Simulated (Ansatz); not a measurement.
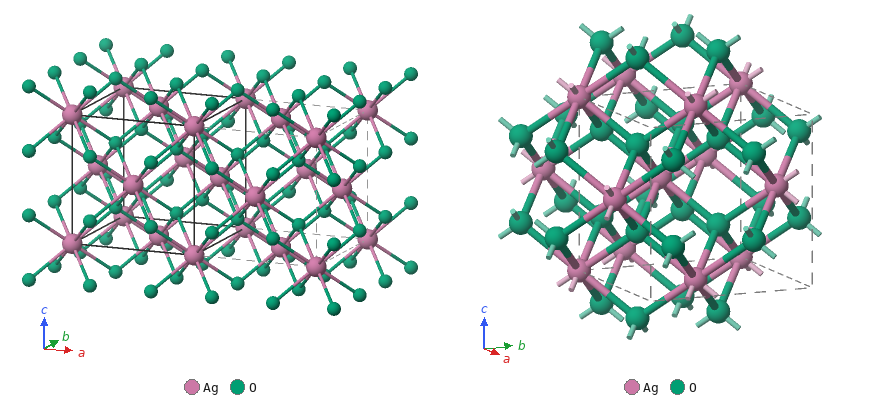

Left: the structure. Right: its underlying net. Nodes are coloured by element. Edges to nodes outside the piece are drawn as stubs.

System AgO2 (space group Fm-3m, No. 225); source of the atomic positions: the end point of a relaxation with DFT PBEsol, scalar-relativistic, plane waves, PAW (Ansatz); the starting structure was generated, so it need not be a known form of this composition.

Bonds are taken as Ag–O below 2.5 Å. Simplification: prune 0- and 1-connected atoms, fold 2-connected ones into links.

The result is a binodal (4,8)-connected, three-periodic net: O is a 4-connected node; Ag is an 8-connected node, in the ratio 2:1. It is the flu net, known from fluorite. It is a single net, without interpenetration.

| node | links | point symbol | coordination sequence |
| --- | --- | --- | --- |
| O | 4 | 4⁶ | 4 22 24 82 64 182 124 322 |
| Ag | 8 | 4¹²·6¹²·8⁴ | 8 12 48 42 128 92 248 162 |
